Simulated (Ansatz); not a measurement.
# FCI/STO-3G run of H3NO (hydroxylamine)

Aim: the energy change on altering one bond length of H3NO (hydroxylamine) at FCI/STO-3G, from 2 runs. 

The results are computed with Ansatz 0.2.0.

45 further runs of the same task are left out: 2 that didn't finish, 43 set aside as unsound or not needed.

### 1 The molecule

H3NO: 5 atoms, total charge 0, spin state singlet. As SMILES, `NO`. The shape is that of a PBE0-D4/def2-TZVP optimisation. This is one conformer, not always the lowest.

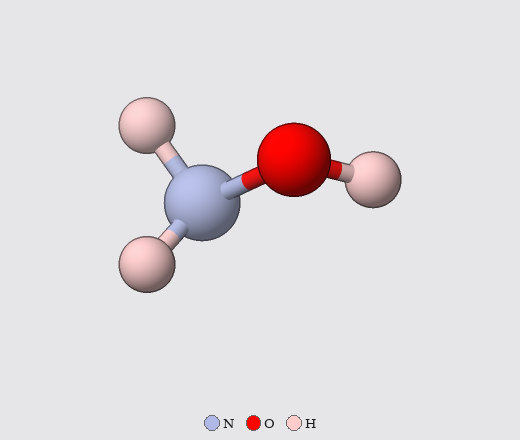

The structure, seen from a chosen angle (nitrogen light blue, oxygen red, hydrogen pink).

### 2 The energy at FCI/STO-3G

Contents of input.yaml:

```yaml
crystal:
  periodic: [false, false, false]
  atoms:
    - symbol: N
      position_ang: [-0.165120, -0.361290, -0.321170]
    - symbol: O
      position_ang: [0.364460, 0.666040, 0.508060]
    - symbol: H
      position_ang: [-0.162690, -1.190020, 0.266770]
    - symbol: H
      position_ang: [-1.141650, -0.109840, -0.446210]
    - symbol: H
      position_ang: [1.105010, 0.995100, -0.007440]
basis:
  gaussian:
    orbitals: STO-3G
correlation:
  method: fci
  frozen_orbitals: {H: 0, "N": 1, O: 1}
accuracy: high
```

Command:

```bash
$ ansatz run input.yaml --threads 1 --pin off --max-ram 3480MiB --events-out events.jsonl --progress --plain --runs-dir runs
```

The log of the run:

```text
Warning: RAYON_NUM_THREADS=1 ignored (pool sized by the plan → 1); use --threads N
Functional definition: HF
  name "HF"
  exchange = exact_x
  correlation = 0
209 factors; integrals over basis functions are off by at most 2.3e-8 eV
mean field evaluation 1: about -3516.5443 eV, gradient 1.3e1 eV
mean field evaluation 2: about -3516.6753 eV, gradient 1.3e1 eV
mean field evaluation 4: about -3517.3380 eV, gradient 8.4e-1 eV
mean field evaluation 8: about -3517.3418 eV, gradient 2.3e-2 eV
mean field -3517.34183443 eV, -129.2599282754 hartree, gradient 2.0e-8 eV, S^2 0.000000; 0 other end points of the search recorded, 0 dependent functions left out
2 core orbitals not correlated: weight in the atoms' cores, before any rotation towards them, 1.000 or more for the frozen orbitals, at most 0.000 for the correlated occupied ones
reference -3517.34183443 eV, -129.2599282754 hartree; 7, 7 occupied and 4, 4 virtual orbitals, 209 factors
state -3520.36388117 eV, -129.3709864446 hartree
Total energy: -3520.36388117 eV, -129.3709864446 hartree
```

It took 0.48 s on 1 thread of Arm Neoverse V1, shared host.

### 3 The distorted shape, same level

Contents of in.yaml:

```yaml
crystal:
  periodic: [false, false, false]
  atoms:
    - {symbol: "N", position_ang: [0.078980, -0.424144, -0.289914]}
    - {symbol: O, position_ang: [0.608560, 0.603186, 0.539316]}
    - {symbol: H, position_ang: [0.081410, -1.252874, 0.298026]}
    - {symbol: H, position_ang: [-1.141650, -0.109840, -0.446210]}
    - {symbol: H, position_ang: [1.349110, 0.932246, 0.023816]}
basis:
  gaussian:
    orbitals: STO-3G
accuracy: high
correlation:
  method: fci
  frozen_orbitals: {H: 0, "N": 1, O: 1}
```

Command:

```bash
$ ansatz run in.yaml --threads 1 --pin off --max-ram 3480MiB --events-out events.jsonl --progress --plain --runs-dir runs
```

The log of the run:

```text
Warning: RAYON_NUM_THREADS=1 ignored (pool sized by the plan → 1); use --threads N
[... 4 set-up lines as earlier in the session ...]
209 factors; integrals over basis functions are off by at most 2.6e-8 eV
mean field evaluation 1: about -3515.5911 eV, gradient 1.3e1 eV
mean field evaluation 2: about -3515.7177 eV, gradient 1.3e1 eV
mean field evaluation 4: about -3516.3901 eV, gradient 9.9e-1 eV
mean field evaluation 8: about -3516.3970 eV, gradient 2.2e-2 eV
mean field -3516.39701320 eV, -129.2252067356 hartree, gradient 2.4e-8 eV, S^2 0.000000; 0 other end points of the search recorded, 0 dependent functions left out
2 core orbitals not correlated: weight in the atoms' cores, before any rotation towards them, 1.000 or more for the frozen orbitals, at most 0.000 for the correlated occupied ones
reference -3516.39701320 eV, -129.2252067356 hartree; 7, 7 occupied and 4, 4 virtual orbitals, 209 factors
state -3519.88375817 eV, -129.3533422500 hartree
Total energy: -3519.88375817 eV, -129.3533422500 hartree
```

Wall time 0.48 s (1 thread of Arm Neoverse V1, shared host).

### 4 Outcome

At FCI/STO-3G, 2 core orbitals frozen:

| quantity | value |
| --- | --- |
| first shape: total energy | -129.37099 Eh |
| first shape: correlation energy (2 core orbitals frozen) | -111.1 mEh |
| distorted shape: total energy | -129.35334 Eh |
| distorted shape: correlation energy (2 core orbitals frozen) | -128.1 mEh |
| energy change with the N1–H4 bond stretched from 1.016 to 1.270 Å | 0.480 eV |

In words: With the N1–H4 bond stretched from 1.016 to 1.270 Å the energy rises by 0.48 eV (46.3 kJ/mol). The first shape isn't relaxed at this level, so the change isn't measured from a minimum. The minimal basis adds a large error of its own.
